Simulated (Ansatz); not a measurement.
A relaxed structure of InP. Space group P6₃mc (No. 186), AFLOW prototype AB_hP8_186_ab_ab (B5, as in SiC). Method: r2SCAN (plane waves to 500 eV, PAW, scalar-relativistic; Ansatz, a first-principles code).

Space group P6₃mc (No. 186); a = b = 4.173 Å, c = 13.665 Å, α = β = 90.00°, γ = 120.00°

| atom | site | symmetry | x | y | z |
|---|---|---|---|---|---|
| In | 2a | 3m. | 0.0000 | 0.0000 | 0.0000 |
| In | 2b | 3m. | 0.3333 | 0.6667 | 0.2501 |
| P | 2a | 3m. | 0.0000 | 0.0000 | 0.3130 |
| P | 2b | 3m. | 0.3333 | 0.6667 | 0.0625 |

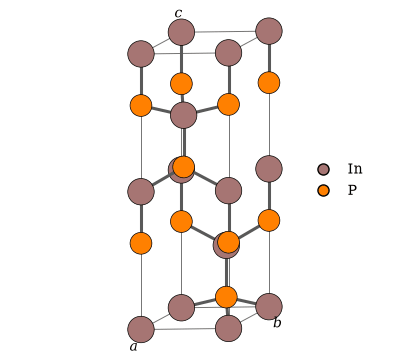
Fig. 1. The conventional cell of the relaxed structure

For InP, the volume per atom comes out as 25.76 Å³. The band gap is 1.07 eV, direct at Γ (no spin-orbit coupling), the shortest distances is In–P 2.56 Å and the k-mesh comes out as 9×9×3.

Band energies at high-symmetry points (eV from the VBM; labels of this space group; no spin-orbit coupling), from −5 eV up to 3.0 eV:

```csv
point,energies
Γ,-3.48 -3.47 -1.01 -1.01 -0.58 -0.58 -0.54 -0.54 -0.06 0.00 0.00 1.07 1.67 1.99 2.27
M,-3.14 -2.73 -2.35 -1.76 -1.76 -1.74 -1.27 -0.99 1.84 1.92 2.23 2.86
K,-3.65 -3.65 -2.76 -2.76 -2.55 -1.95 -1.95 -1.46 2.91
A,-1.54 -1.54 -0.88 -0.88 -0.88 -0.88 -0.18 -0.18 -0.18 -0.18 1.79 1.79 2.05 2.05
L,-2.73 -2.73 -2.19 -2.19 -1.76 -1.76 -1.25 -1.25 2.20 2.20 2.63 2.63
H,-3.54 -3.54 -3.00 -3.00 -2.02 -2.02 -1.78 -1.78 2.86 2.86
```

No spin polarisation in the result.

The run could not lose the symmetry of its start.

The first start was generated by placing the elements on the sites of a structure type. Materials Project lists a structure of InP in the same space group, P6₃mc (No. 186); the sites were not compared with it, nor with measured phases. Known forms of InP include space group No. 216.
